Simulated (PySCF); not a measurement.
# C3H9ClSSi2: what the fields show

The calculation's input:

```
{"job": {"kind": "nmr", "xc": "PBE0", "basis": "pcSseg-1"}, "charge": 0, "multiplicity": 1}
C     -1.256202     1.528641    -0.519922
C     -0.336867     0.580385     0.242455
C      0.917433     0.249024    -0.575032
Si     1.940993    -1.118632     0.265075
Cl     2.996341    -2.180027    -1.077364
S      0.439946    -2.334564     1.227090
Si    -1.214454    -1.035363     0.760913
H     -1.601117     1.068650    -1.443794
H     -2.127490     1.782868     0.079371
H     -0.735232     2.450967    -0.773961
H     -0.011921     1.090893     1.157422
H      1.515817     1.150345    -0.722464
H      0.613949    -0.083337    -1.572247
H      2.829025    -0.624153     1.307893
H     -1.971124    -1.623946    -0.339852
H     -2.006697    -0.892808     1.973006
```

Run with:

```sh
OMP_NUM_THREADS=1 python probes_run.py task.json out
```

Geometry: GFN2-xTB.

Level of theory: PBE0/pcSseg-1, SCF density, gas phase, non-relativistic in PySCF.

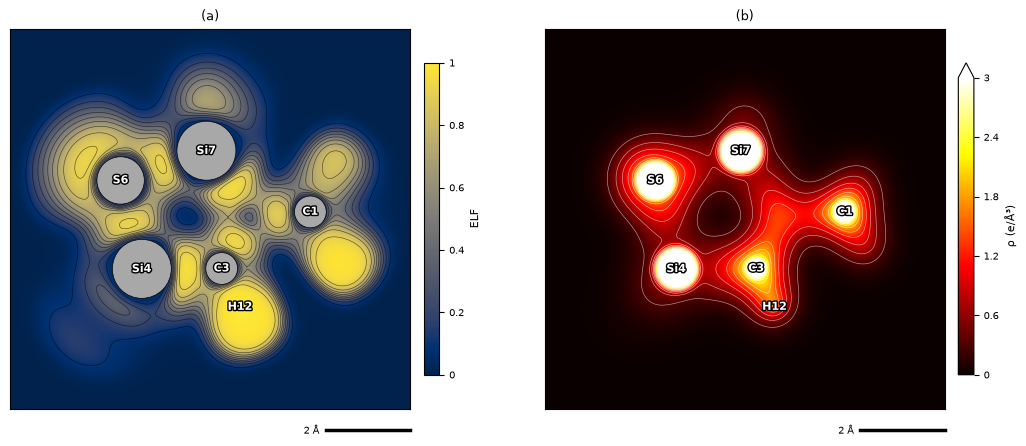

Figure 1. (a) ELF; (b) total electron density on the plane of atoms Si4, S6 and Si7. Grey discs cover the atomic cores in the ELF map.

Question: What do the fields say about this system?

Answer: Atoms in the plane: C, Si, S and H. C–Si (1.90 Å): ρ at the midpoint is about 0.94 e/Å³; the ELF peaks at about 0.95 between the atoms: a covalent bond. Si–S (2.15 Å): the density is about 0.81 e/Å³ at the midpoint; the ELF peaks at about 0.90 between the atoms; localised, covalent bonding. C–H (1.09 Å): ρ is about 1.9 e/Å³ halfway; the ELF climbs to about 1 towards the hydrogen, as it does in any bond to H: a covalent bond by its length. The ELF also peaks beside S6, away from the bonds: lone-pair regions.

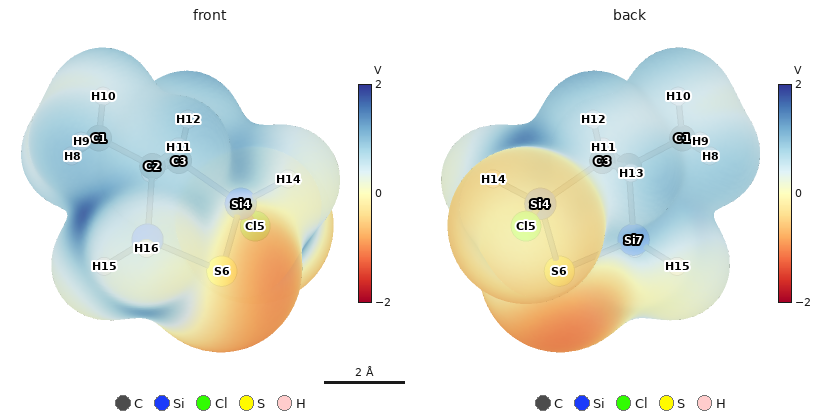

Figure 2. The electrostatic potential painted on the density surface at 0.002 e/bohr³, seen from the front and from behind; the colour scale runs from red (negative) to blue (positive).

Question: Which sites attract a positive test charge, and which a negative one?

Answer: A positive charge is drawn to the negative regions and a negative charge to the positive ones. The most negative region (about −1.0 V) lies over S6, the most positive (about +1.5 V) over Si4 and Si7.

Question: How polar is the molecule by this calculation?

Answer: Its dipole moment is 3.43 D.
